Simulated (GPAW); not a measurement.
# O2F (SMILES [O]OF): UPBE/dzp (scalar-relativistic datasets)

Wanted: energy and one-electron properties of O2F. The job is set up through an ASE script.

The calculation is run with GPAW 26.7.0.

## 1. The system as given

The species is O2F (3 atoms), meant as a doublet with charge 0. As SMILES, `[O]OF`. Geometry: relaxed at GFN2-xTB.

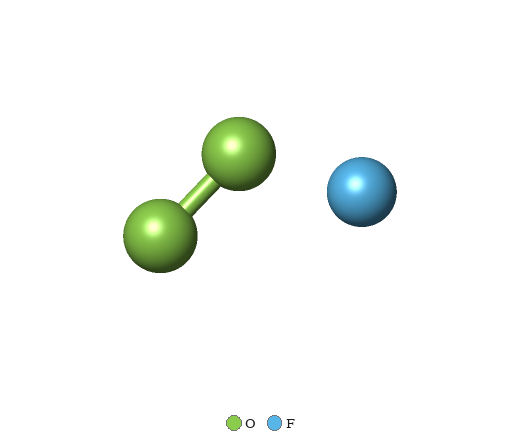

Viewed from a chosen angle; oxygen green, fluorine blue.

## 2. The charge distribution at UPBE/dzp (scalar-relativistic datasets)

run.py

```python
import numpy as np
from ase import Atoms
from ase.units import Debye
from gpaw import GPAW

# Atomic positions
mol = Atoms('OOF',
    positions=[[  0.949760,  -0.292600,   0.491570],
               [  0.124690,   0.486900,   0.122000],
               [ -1.074440,  -0.194290,  -0.613560]])
mol.center(vacuum=4.5)
mol.set_initial_magnetic_moments([0.333333, 0.333333, 0.333333])

# Ground state
calc = GPAW(mode='lcao',
            basis='dzp',
            h=0.18,
            xc='PBE',
            occupations={'name': 'fermi-dirac', 'width': 0.0, 'fixmagmom': True},
            maxiter=150,
            symmetry='off',
            txt='-')
mol.calc = calc

energy = mol.get_potential_energy()
print(f'Energy = {energy:.5f} eV')
forces = mol.get_forces()
print('Forces (eV/Ang)')
for symbol, f in zip(mol.symbols, forces):
    print(f'{symbol:2} {f[0]:9.4f} {f[1]:9.4f} {f[2]:9.4f}')
dipole = mol.get_dipole_moment() / Debye
print(f'Dipole = {np.linalg.norm(dipole):.3f} D')
print('Moments:', mol.get_magnetic_moments().round(3))
```

Run with:

```bash
$ OMP_NUM_THREADS=1 python run.py
```

Standard output:

```text
[...]
Number of symmetries: 1
[...]
  Number of IBZ points: 1
[...]
basis functions: 39
Spin-components: 2 (collinear spins)
Bands:           12
[...]
  Valence electrons: 19.0
[...]
  Grid points: [60 56 56]
  Charge: 0.0  # |e|
[...]
    cutoffs:
[...]
occupation numbers:
  Fixed magnetic moment: 1.000
[...]
xc functional:
  name: PBE with 2 nearest neighbor stencil
[...]
|iter     |     time |      energy | eigst |  dens |  magmom |
[...]
|iter:   1| 00:00:06 |  -11.497443 |      c|       |  +0.9980|
[...]
|iter:  12| 00:00:20 |  -10.395513c|      c| -4.77c|  +1.0000|
Converged in 12 steps
[...]
Energy contributions relative to reference atoms: (reference = -6795.785388)
Energy contributions:
  Kinetic:          20.851618
  Coulomb:         -18.367136
  Zero:              0.631666
  External:          0.000000
  Xc:              -13.511661
  Entropy:           0.000000
  Spinorbit:         0.000000
  ----------------------------
  Free energy:     -10.395513
  Extrapolated:    -10.395513
dipole moment: (0.223328, 0.101424, 0.134276)  # |e|*Ang
Total magnetic moment: (0.000000, 0.000000, 0.999983)
Local magnetic moments
|        x |        y |        z |
|----------|----------|----------|
| 0.000000 | 0.000000 | 0.343649 |  # O    0
| 0.000000 | 0.000000 | 0.289289 |  # O    1
| 0.000000 | 0.000000 | 0.010143 |  # F    2
Fermi levels: -6.763, -5.056
Eigenvalues  # (at kpt = [0.000, 0.000, 0.000])
| band index |      eig [eV] | occ [0-1] |      eig [eV] | occ [0-1] |
|------------|---------------|-----------|---------------|-----------|
|          0 |       -34.296 |     1.000 |       -33.724 |     1.000 |
|          1 |       -28.372 |     1.000 |       -28.298 |     1.000 |
|          2 |       -20.674 |     1.000 |       -19.865 |     1.000 |
|          3 |       -14.799 |     1.000 |       -14.475 |     1.000 |
|          4 |       -14.401 |     1.000 |       -13.585 |     1.000 |
|          5 |       -14.020 |     1.000 |       -12.997 |     1.000 |
|          6 |        -9.033 |     1.000 |        -8.654 |     1.000 |
|          7 |        -8.692 |     1.000 |        -8.600 |     1.000 |
|          8 |        -8.616 |     1.000 |        -8.437 |     1.000 |
|          9 |        -6.763 |     1.000 |        -5.056 |     0.000 |
|         10 |        -4.256 |     0.000 |        -3.961 |     0.000 |
|         11 |         4.107 |     0.000 |         4.644 |     0.000 |
Gap: 1.674 eV
Transition (v -> c):
[...]
Forces (eV/Ang)
O     1.9858   -2.0242    0.8972
O    -1.2214    2.5437   -0.3889
F    -0.7963   -0.4632   -0.5020
Dipole = 1.343 D
Moments: [0.344 0.289 0.01 ]
```

Wall time 21 s (1 thread of Intel Xeon at 2.70GHz, shared host); peak memory 0.68 GiB.

## 3. Outcome

Level: UPBE/dzp (scalar-relativistic datasets).

| quantity | value |
| --- | --- |
| energy as printed (from the program's reference atoms) | -10.3955 eV |
| dipole moment | 1.34 D |
| HOMO energy (highest over α and β) | -6.76 eV |
| LUMO energy (lowest over α and β) | -5.06 eV |
| largest force on an atom | 2.974 eV/Å |

In words: The largest force is 2.97 eV/Å: the shape isn't a stationary point for this species at this level.
